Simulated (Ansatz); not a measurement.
## RbVS3 in I4/mcm, a phase reached by a soft mode: following an unstable mode

Aim: this structure of RbVS3 in I4/mcm, a phase reached by a soft mode is to be tested for unstable modes, and one is followed downhill.

Method: DFT PBEsol, scalar-relativistic, plane waves, PAW; PAW set soft_1, in Ansatz 0.2.0.

The structure was built from a prototype and need not be the compound's stable phase.

## 1. Set-up

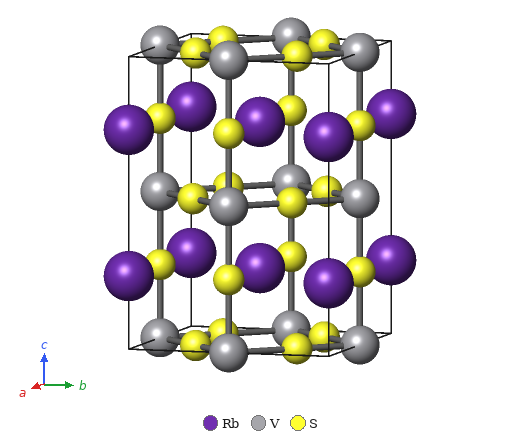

The starting structure, seen slightly off an axis (rubidium purple, vanadium grey, sulfur yellow). This picture shows the conventional cell, with its axes. Some periodic images of atoms are drawn too.

As a file:

```cif
data_structure
_symmetry_space_group_name_H-M 'P 1'
_symmetry_Int_Tables_number 1
_cell_length_a 6.5770
_cell_length_b 6.5770
_cell_length_c 6.5770
_cell_angle_alpha 119.820
_cell_angle_beta 119.820
_cell_angle_gamma 90.313
_cell_volume 201.72
loop_
_atom_site_label
_atom_site_type_symbol
_atom_site_fract_x
_atom_site_fract_y
_atom_site_fract_z
_atom_site_occupancy
Rb1 Rb 0.75000 0.75000 0.00000 1
Rb2 Rb 0.25000 0.25000 0.00000 1
V3 V 0.00000 0.50000 0.50000 1
V4 V 0.50000 0.00000 0.50000 1
S5 S 0.75000 0.25000 0.50000 1
S6 S 0.25000 0.75000 0.50000 1
S7 S 0.74016 0.24016 0.98032 1
S8 S 0.25984 0.75984 0.01968 1
S9 S 0.24016 0.25984 0.50000 1
S10 S 0.75984 0.74016 0.50000 1
```

## 2. Linear response at the zone centre

This phase was reached earlier by freezing in an unstable mode of a structure of higher symmetry and relaxing. Its zone-centre modes can show that it is still unstable.

File input.yaml:

```yaml
crystal:
  lattice:
    - [-3.2974602765, 3.2974602765, 4.637940288]
    - [3.2974602765, -3.2974602765, 4.637940288]
    - [3.2974602765, 3.2974602765, -4.637940288]
  atoms:
    - { symbol: Rb, position: [0.75, 0.75, 0.0] }
    - { symbol: Rb, position: [0.25, 0.25, 0.0] }
    - { symbol: V, position: [0.0, 0.5, 0.5] }
    - { symbol: V, position: [0.5, 0.0, 0.5] }
    - { symbol: S, position: [0.75, 0.25, 0.5] }
    - { symbol: S, position: [0.25, 0.75, 0.5] }
    - { symbol: S, position: [0.7401579502, 0.2401579502, 0.9803159004] }
    - { symbol: S, position: [0.2598420498, 0.7598420498, 0.0196840996] }
    - { symbol: S, position: [0.2401579502, 0.2598420498, 0.5] }
    - { symbol: S, position: [0.7598420498, 0.7401579502, 0.5] }
kpoints:
  mp_grid: { grid: [8, 8, 8] }
hamiltonian:
  xc: pbesol
  pseudopotentials: { kind: paw, azcp: { folder: soft_1 }, xc_functional: pbe }
scf:
  occupations: { method: methfessel_paxton, width: 0.2 }
output:
  eigenvalues: true
phonons:
  method: dfpt
```

Command:

```bash
ansatz run input.yaml --threads 4 --pin off --max-ram 16384MiB --backend cpu --events-out ev --progress --plain --runs-dir out
```

Numbers of over 12 decimals in the logs are rounded to 6 here.

Log:

```text
Engine: ansatz 0.2.0, aarch64-unknown-linux-gnu
Pseudopotentials: kind: paw
Pseudopotential: Rb, paw, valence charge 9, recommended cutoff 420 eV (normal), soft_1/Rb.paw.azcp
Pseudopotential: V, paw, valence charge 13, recommended cutoff 420 eV (normal), soft_1/V.paw.azcp
Pseudopotential: S, paw, valence charge 6, recommended cutoff 420 eV (normal), soft_1/S.paw.azcp
Functional definition: PBEsol
  exchange = pbesol_x
  correlation = pbesol_c
Crystal: 10 atoms, lattice volume = 201.718 Å³
Basis set: ecut = 420 eV, 3839 PW (Γ), exchange–correlation on 96×96×96 points (8 copies of the dense FFT grid, shifted against one another)
Bands: 50, of which v1, the nominal top of the filled ones, is band 40 counted from 1 (39 counted from 0)
Symmetry: 16 space group operations
k-points: 260 of 512 (irreducible under 1 space group operation, time reversal used)
Non-local potential: Rb, projectors of the file, l = 0: 3, l = 1: 2, l = 2: 2
Non-local potential: V, projectors of the file, l = 0: 3, l = 1: 2, l = 2: 3, l = 3: 1
Non-local potential: S, projectors of the file, l = 0: 2, l = 1: 2, l = 2: 1
PAW form: soft (Blöchl's): semilocal exchange-correlation on the pseudo side does not see the compensation charge
PAW frozen core: Rb, regenerated for the run's functional, and the local potential with it (the file was generated under x = pbe(κ = 0.804, μ = 0.219515), c = pbe(β = 0.066725))
PAW frozen core: V, regenerated for the run's functional, and the local potential with it (the file was generated under x = pbe(κ = 0.804, μ = 0.219515), c = pbe(β = 0.066725))
PAW frozen core: S, regenerated for the run's functional, and the local potential with it (the file was generated under x = pbe(κ = 0.804, μ = 0.219515), c = pbe(β = 0.066725))
PAW one-centre angular grid: Rb, 110 points (default); XC on 64 Gauss nodes
PAW one-centre angular grid: V, 590 points (default); XC on 64 Gauss nodes
PAW one-centre angular grid: S, 110 points (default); XC on 64 Gauss nodes
Initial density: superposition of atomic densities (chi_scale 0.1, normalization cell, long waves kept (reshape's long-wave potential 0.00 eV rms))
Initial wavefunctions: pseudopotential atomic-orbital guess
Functional: x = pbesol(κ = 0.804, μ = 0.123457), c = pbesol(β = 0.046)
SCF iter   1: F=—  HF=-17522.778163 eV  |F-HF|=—  |Δ(HF+E_count)|=         —  Δρ=3.22e-2  dr2=3.18e0  ethr=3.10e-3  ⟨swp⟩=8.8  Hψ=57587  notcnv=0
preconditioner: auto → Kerker (q_TF=auto, 2.339 Å⁻¹)  [metal: Δε(μ)=0.038 eV  Ē_g=7.743 eV  σ=0.200 eV  W_gap=0.16  n_scr=58 (ndim 8)  ℏωp=20.3 eV  f_vac=0.000  D(μ)=2.11/eV (n_scr^D=14)]
SCF iter   2: F=—  HF=-17522.090354 eV  |F-HF|=—  |Δ(HF+E_count)|=   6.88e-1  S|Δr|=    0.00e0  Δρ=1.89e-2  dr2=1.21e0  ethr=3.10e-3  ⟨swp⟩=2.0  Hψ=16894  notcnv=0
SCF iter   3: F=—  HF=-17521.718327 eV  |F-HF|=—  |Δ(HF+E_count)|=   3.72e-1  S|Δr|=    0.00e0  Δρ=4.36e-3  dr2=5.45e-2  ethr=1.51e-3  ⟨swp⟩=2.1  Hψ=23938  notcnv=0
SCF iter   4: F=—  HF=-17521.712369 eV  |F-HF|=—  |Δ(HF+E_count)|=   5.96e-3  S|Δr|=    0.00e0  Δρ=1.62e-3  dr2=1.09e-2  ethr=6.82e-5  ⟨swp⟩=1.8  Hψ=19132  notcnv=0
SCF iter   5: F=—  HF=-17521.709957 eV  |F-HF|=—  |Δ(HF+E_count)|=   2.41e-3  S|Δr|=    0.00e0  Δρ=4.11e-4  dr2=4.41e-4  ethr=1.36e-5  ⟨swp⟩=2.0  Hψ=20982  notcnv=0
SCF iter   6: F=—  HF=-17521.709990 eV  |F-HF|=—  |Δ(HF+E_count)|=   3.30e-5  S|Δr|=    0.00e0  Δρ=9.14e-5  dr2=2.71e-5  ethr=5.51e-7  ⟨swp⟩=2.0  Hψ=19252  notcnv=0
SCF iter   7: F=—  HF=-17521.710000 eV  |F-HF|=—  |Δ(HF+E_count)|=   1.03e-5  S|Δr|=    0.00e0  Δρ=2.53e-5  dr2=2.74e-6  ethr=3.39e-8  ⟨swp⟩=2.7  Hψ=21407  notcnv=0
SCF iter   8: F=—  HF=-17521.710117 eV  |F-HF|=—  |Δ(HF+E_count)|=   1.16e-4  S|Δr|=    0.00e0  Δρ=8.44e-6  dr2=2.47e-7  ethr=3.43e-9  ⟨swp⟩=2.4  Hψ=21753  notcnv=0
SCF iter   9: F=—  HF=-17521.710117 eV  |F-HF|=—  |Δ(HF+E_count)|=   5.16e-8  S|Δr|=    0.00e0  Δρ=3.56e-6  dr2=2.99e-8  ethr=3.09e-10  ⟨swp⟩=2.2  Hψ=20324  notcnv=0
SCF iter  10: F=—  HF=-17521.710117 eV  |F-HF|=—  |Δ(HF+E_count)|=   1.62e-8  S|Δr|=    0.00e0  Δρ=9.50e-7  dr2=2.01e-9  ethr=3.73e-11  ⟨swp⟩=2.3  Hψ=20825  notcnv=0
SCF iter  11: F=—  HF=-17521.710117 eV  |F-HF|=—  |Δ(HF+E_count)|=   1.78e-9  S|Δr|=    0.00e0  Δρ=2.39e-7  dr2=9.68e-11  ethr=2.51e-12  ⟨swp⟩=2.0  Hψ=20115  notcnv=0
SCF iter  12: F=-17521.710117 eV  HF=-17521.710117 eV  |F-HF|=0.00e0  |Δ(HF+E_count)|=  3.64e-11  S|Δr|=    0.00e0  Δρ=5.08e-8  dr2=5.29e-12  ethr=1.00e-12  ⟨swp⟩=6.4  Hψ=63188  notcnv=0
SCF 1 converged in 12 iterations: F = -17521.710117 eV  dr2 = 5.29e-12
  greatest PAW one-centre occupation: 1.000 electrons in one spin orbital (limit 2), on the V atom at site 3 (counted from 0), in its partial waves of l = 0
DFPT response loops at Γ: preconditioner auto → Kerker (q_TF=auto, 2.339 Å⁻¹) (partly filled bands, converged f_vac=0.000); β = 1.00, the filter's whole step (`scf.mixing.beta` (0.50) is not read by the response loops under this deck's `scf.mixing.preconditioner`; to damp them name `kerker` or `kerker_dos`, under which they read `scf.mixing.beta`, and type it under 1.00, their step now; both keys bind the ground state too); Broyden in place of MSR1
SCF converged after 12 iterations
Stability not checked: this state was not tested for a lower state beside it, because cold or Methfessel-Paxton smearing, or corrected tetrahedra, fill the levels in a way that the test cannot read (fill_not_monotonic; see scf.lower_state_search)
Free energy (F): -17521.710117 eV
Harris-Foulkes:  -17521.710117 eV  (|F-HF|=0.00e0)
Internal energy: -17521.742246 eV  (E = F + TS)
E sigma→0 (E₀):  -17521.718149 eV
Entropy (-TS):   0.032129 eV (3.213 meV/atom)
Fermi energy:    7.762991 eV
Step filling:    the computed levels leave a gap of 0.0180 eV = 0.1 smearing widths at the electron count; against every level under it full and every level over it empty, smearing changes F+E_penalty+E_count by +11.510 meV and its σ→0 estimate by +3.478 meV
--- Per-component energies (eV) ---
  E_band       = -574.310487
  E_kinetic    = 1589.214292
  E_local      = -4957.469950  (includes V_loc(G=0)·N_el)
  E_nonlocal   = 747.474453
  E_hartree    = 1826.452663
  E_xc         = -1003.901707
  E_vxc        = -1045.425844  (∫ρ·V_xc dr)
  E_paw        = -10896.205470  (= ΣΔE_a)
  E_vpaw       = -561.010659  (= ΣTr[D̂ρ^β])
  E_aug_tail   = 0.001978  (compensation charges beyond the density's cutoff)
  E_ewald      = -4828.226901
  E_core_change = 0.918397  (= ΣΔE_core)
  E_smearing   = 0.032129  (= −TS)
  E_closure    = 0.000000  (closes the sum)
  Σ components = -17521.710117   (vs F -17521.710117, Δ=0.00e0)
--- Band table (eV; the first three rows and the last of 260) ---
  k-point 0: bands = [... 36 lower, 6.7764, 7.6053, 7.6053, 7.6258, 8.0781, 8.1238, 8.1453, 8.1453, ... 6 higher]
  k-point 1: bands = [... 36 lower, 7.0228, 7.0577, 7.6366, 7.7263, 7.9738, 8.0668, 8.1221, 8.1339, ... 6 higher]
  k-point 2: bands = [... 36 lower, 7.0297, 7.0365, 7.2147, 7.2446, 8.1068, 8.1402, 8.3154, 8.3345, ... 6 higher]
  k-point 259: bands = [... 36 lower, 6.0342, 6.7114, 7.0351, 7.0351, 8.1151, 8.1161, 8.6664, 8.7312, ... 6 higher]
--- Phonons (Γ-DFPT): 8 representative perturbations + reference, on 260 of 512 k-points (Σ response iterations 24) ---
  k mesh reduced under 1 symmetry operation, with k and −k counted as one. Each operation leaves every solved perturbation unchanged. A smaller set is not used because it would not reduce the number of displacements times k-points to solve
  ASR residual: 1.212e-4 → 0.000e0 eV/Å²; symmetrization residual: 1.374e-5 eV/Å²
  ASR residual per site (eV/Å²): 3.65e-5 3.65e-5 1.46e-5 1.46e-5 1.21e-4 1.21e-4 5.37e-5 5.37e-5 5.37e-5 5.37e-5
  Γ frequencies (cm⁻¹): -71.34 -71.34 -66.34 0.00 0.00 0.00 88.28 88.28 88.91 104.64 104.64 110.12 117.84 117.84 121.87 125.61 155.99 159.59 159.59 194.07 194.07 204.30 239.04 243.83 243.83 248.48 301.19 332.25 332.25 421.20
  non-analytic LO–TO correction: not included (Born effective charges unavailable; polar crystals: no LO–TO splitting at Γ)
```

Run time: 13 min. Hardware: 4 threads of Arm Neoverse V1, shared host; peak memory 7.5 GiB; 52 min of CPU time.

Numbers from this step:

```yaml
volume_per_atom: 20.17 Å³
gap_on_the_k_mesh: 0 eV
sum_rule_residual_before_enforcement: 1.21e-4 eV/Å²
point_group: 4/mmm
highest_optical_mode_at_the_zone_centre_no_lo_to_term: 421.2 cm⁻¹
lowest_optical_zone_centre_mode: -71.34 cm⁻¹
```

Patterns of degenerate modes are one choice out of their space. Modes at Γ, with each element's share of the kinetic energy (negative means imaginary):

| mode | frequency (cm⁻¹) | symmetry | Rb % | V % | S % |
| --- | --- | --- | --- | --- | --- |
| 1 | -71.3 | Eu | 3 | 79 | 18 |
| 2 | -71.3 | Eu | 3 | 79 | 18 |
| 3 | -66.3 | A2u | 5 | 75 | 20 |
| 4 | 0.0 | acoustic | 37 | 22 | 41 |
| 5 | 0.0 | acoustic | 37 | 22 | 41 |
| 6 | 0.0 | acoustic | 37 | 22 | 41 |
| 7 | 88.3 | Eg | 95 | 0 | 5 |
| 8 | 88.3 | Eg | 95 | 0 | 5 |
| 9 | 88.9 | A2g | 96 | 0 | 4 |
| 10 | 104.6 | Eg | 1 | 0 | 99 |
| 11 | 104.6 | Eg | 1 | 0 | 99 |
| 12 | 110.1 | B1g | 0 | 0 | 100 |
| 13 | 117.8 | Eu | 58 | 11 | 31 |
| 14 | 117.8 | Eu | 58 | 11 | 31 |
| 15 | 121.9 | B2g | 0 | 0 | 100 |
| 16 | 125.6 | A2u | 58 | 1 | 41 |
| 17 | 156.0 | B1u | 0 | 1 | 99 |
| 18 | 159.6 | Eu | 0 | 0 | 99 |
| 19 | 159.6 | Eu | 0 | 0 | 99 |
| 20 | 194.1 | Eu | 2 | 60 | 37 |
| 21 | 194.1 | Eu | 2 | 60 | 37 |
| 22 | 204.3 | B1u | 0 | 99 | 1 |
| 23 | 239.0 | A2g | 4 | 0 | 96 |
| 24 | 243.8 | Eg | 4 | 0 | 96 |
| 25 | 243.8 | Eg | 4 | 0 | 96 |
| 26 | 248.5 | A1g | 0 | 0 | 100 |
| 27 | 301.2 | A2u | 0 | 2 | 98 |
| 28 | 332.2 | Eu | 0 | 27 | 73 |
| 29 | 332.2 | Eu | 0 | 27 | 73 |
| 30 | 421.2 | B2g | 0 | 0 | 100 |

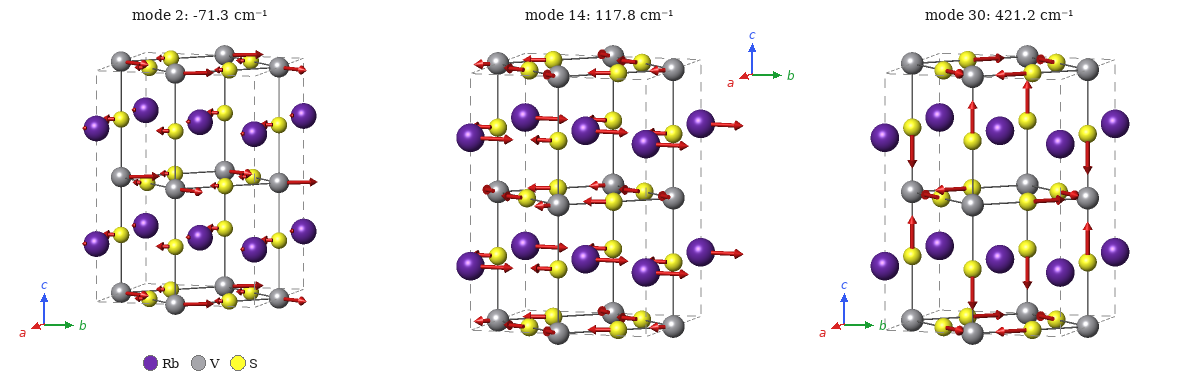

Displacement patterns of modes 2, 14 and 30 at Γ; arrows are exaggerated. Some periodic images of atoms are drawn too.

Before it was imposed, the acoustic sum rule was missed by 1.2e-4 eV/Å². Small misses are needed for a sound result but don't prove that mesh and cutoff are converged. The lowest optical mode is imaginary, 71.3i cm⁻¹, so the energy falls along it.

## 3. The mode frozen in, largest atomic shift 0 Å

The mode followed lies at Γ with frequency 71.3i cm⁻¹ and is 2-fold degenerate, the softest among the wavevectors solved. At small amplitude the distorted cell has space group no. 42 by a symmetry search on the positions. The undistorted cell that holds it gives the zero of energy on the same k mesh.

input.yaml, as its differences from that of step 2:

```diff
@@ -24,4 +24,4 @@
 output:
+  forces: true
+  stress: true
   eigenvalues: true
-phonons:
-  method: dfpt
```

Log:

```text
[...]
Crystal: 10 atoms, lattice volume = 201.718 Å³
Basis set: ecut = 420 eV, 3839 PW (Γ), exchange–correlation on 90×90×90 points (8 copies of the dense FFT grid, shifted against one another)
Bands: 50, of which v1, the nominal top of the filled ones, is band 40 counted from 1 (39 counted from 0)
Symmetry: 16 space group operations
[...]
k-points: 59 of 512
[...]
k-point 0: bands = [... 36 lower, 6.7764, 7.6054, 7.6054, 7.6258, 8.0781, 8.1238, 8.1453, 8.1453, ... 6 higher]
  k-point 1: bands = [... 36 lower, 7.0228, 7.0578, 7.6366, 7.7263, 7.9738, 8.0668, 8.1222, 8.1339, ... 6 higher]
  k-point 2: bands = [... 36 lower, 7.0297, 7.0365, 7.2147, 7.2447, 8.1068, 8.1403, 8.3155, 8.3346, ... 6 higher]
  k-point 58: bands = [... 36 lower, 6.0342, 6.7114, 7.0351, 7.0351, 8.1151, 8.1162, 8.6664, 8.7313, ... 6 higher]
[key lines of the parts left out:]
SCF converged after 9 iterations
Free energy (F): -17521.710117 eV
Fermi energy:    7.763024 eV
P = ⅓ Tr σ = 0.0007 GPa (0.007 kbar)
```

Run time: 9.1 s. Hardware: 4 threads; peak memory 0.77 GiB; 35 s of CPU time.

This step gave:

- pressure: 7.45e-4 GPa
- energy from the undistorted cell: 0 meV/atom

The run ends at a pressure of 0.00 GPa.

## 4. The mode frozen in, largest atomic shift 0.08 Å

The atoms are moved along the unstable eigenvector, the largest shift by 0.08 Å, with the cell fixed.

input.yaml, the sections that differ from step 3:

```yaml
crystal:
  lattice:
    - [-3.2974602765, 3.2974602765, 4.637940288]
    - [3.2974602765, -3.2974602765, 4.637940288]
    - [3.2974602765, 3.2974602765, -4.637940288]
  atoms:
    - { symbol: Rb, position: [0.7490938344, 0.7509061656, 0.0] }
    - { symbol: Rb, position: [0.2490938344, 0.2509061656, 0.0] }
    - { symbol: V, position: [0.0025676095, 0.4974323905, 0.5] }
    - { symbol: V, position: [0.5085775927, -0.0085775927, 0.5] }
    - { symbol: S, position: [0.7471886943, 0.2528113057, 0.5] }
    - { symbol: S, position: [0.2471886943, 0.7528113057, 0.5] }
    - { symbol: S, position: [0.7384003088, 0.2419155916, 0.9803159004] }
    - { symbol: S, position: [0.2580844084, 0.7615996912, 0.0196840996] }
    - { symbol: S, position: [0.2382880739, 0.2617119261, 0.5] }
    - { symbol: S, position: [0.7579721735, 0.7420278265, 0.5] }
# kpoints, hamiltonian, scf, output: as in step 3
```

Log:

```text
[...]
Crystal: 10 atoms, lattice volume = 201.718 Å³
Basis set: ecut = 420 eV, 3839 PW (Γ), exchange–correlation on 90×90×90 points (8 copies of the dense FFT grid, shifted against one another)
Bands: 50, of which v1, the nominal top of the filled ones, is band 40 counted from 1 (39 counted from 0)
Symmetry: 4 space group operations
[...]
k-points: 95 of 512 (time reversal used)
[...]
k-point 0: bands = [... 36 lower, 6.8213, 7.4567, 7.6312, 7.6837, 8.1411, 8.1428, 8.1510, 8.1910, ... 6 higher]
  k-point 1: bands = [... 36 lower, 7.0648, 7.1714, 7.5370, 7.7533, 7.9816, 8.0199, 8.1324, 8.2680, ... 6 higher]
  k-point 2: bands = [... 36 lower, 7.0177, 7.1152, 7.1640, 7.3342, 8.1011, 8.1483, 8.3240, 8.3831, ... 6 higher]
  k-point 94: bands = [... 36 lower, 6.0389, 6.5669, 6.9842, 7.1747, 8.1139, 8.1851, 8.6761, 8.7365, ... 6 higher]
[key lines of the parts left out:]
SCF converged after 9 iterations
Free energy (F): -17521.713079 eV
Fermi energy:    7.759317 eV
P = ⅓ Tr σ = 0.1407 GPa (1.407 kbar)
```

Run time: 23 s. Hardware: 4 threads; peak memory 0.88 GiB; 89 s of CPU time.

Numbers from this step:

* pressure: 0.1407 GPa
* energy from the undistorted cell: -0.298 meV/atom

The energy, extrapolated to zero smearing, is -0.30 meV/atom against the undistorted cell.

The run ends at a pressure of 0.14 GPa, with forces up to 0.033 eV/Å.

## 5. Energy along the mode, all amplitudes (two of the runs are shown above)

An imaginary frequency means negative curvature, so the energy should fall and then rise again as anharmonic terms take over.

This step gave:

| Property | Result |
| --- | --- |
| depth at the lowest point sampled | 0.298 meV/atom |
| largest atomic shift at that point | 0.08 Å |

The energy from the parent by largest atomic shift:

| largest atomic shift (Å) | energy from the parent (meV/atom) |
| --- | --- |
| 0.000 | 0 |
| 0.040 | -0.1 |
| 0.080 | -0.298 |
| 0.140 | -0.275 |
| 0.220 | 1.26 |
| 0.320 | 8.54 |

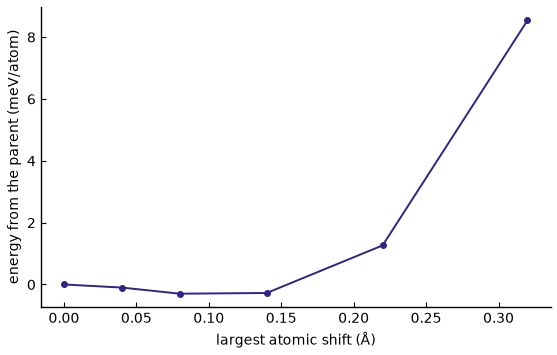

Energy from the parent against largest atomic shift.

Displacement at unit largest shift by atom:

| atom | x (Å) | y (Å) | z (Å) | size |
| --- | --- | --- | --- | --- |
| Rb1 | 0.075 | -0.075 | 0.000 | 0.106 |
| Rb2 | 0.075 | -0.075 | 0.000 | 0.106 |
| V3 | -0.212 | 0.212 | 0.000 | 0.300 |
| V4 | -0.707 | 0.707 | 0.000 | 1.000 |
| S5 | 0.232 | -0.232 | 0.000 | 0.328 |
| S6 | 0.232 | -0.232 | 0.000 | 0.328 |
| S7 | 0.145 | -0.145 | 0.000 | 0.205 |
| S8 | 0.145 | -0.145 | 0.000 | 0.205 |
| S9 | 0.154 | -0.154 | 0.000 | 0.218 |
| S10 | 0.154 | -0.154 | 0.000 | 0.218 |

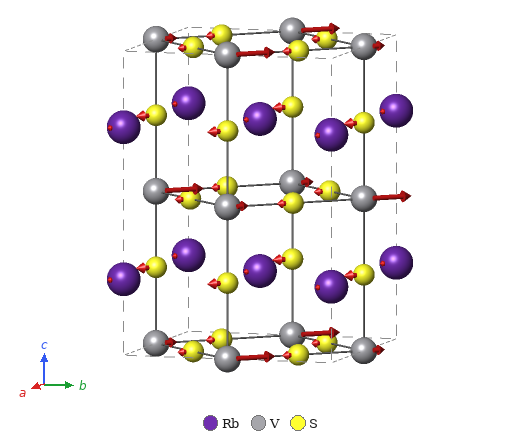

Displacement at unit largest shift as arrows, the longest 1.000 Å. Some periodic images of atoms are drawn too.

The lowest of the steps tried is at 0.08 Å, 0.298 meV/atom below the parent; the bottom of the well need not coincide with a step.

[end of part 1 of 3]

[Logs are printed without paths, hosts, clocks, repeated set-up lines and the standing remarks that a program may print on its own settings, such as how far it seeks lower states.]

[Hosts, paths, dates, database ids (printed as entryN), source tags and the programs' standing remarks are cut or masked in the printed files.]
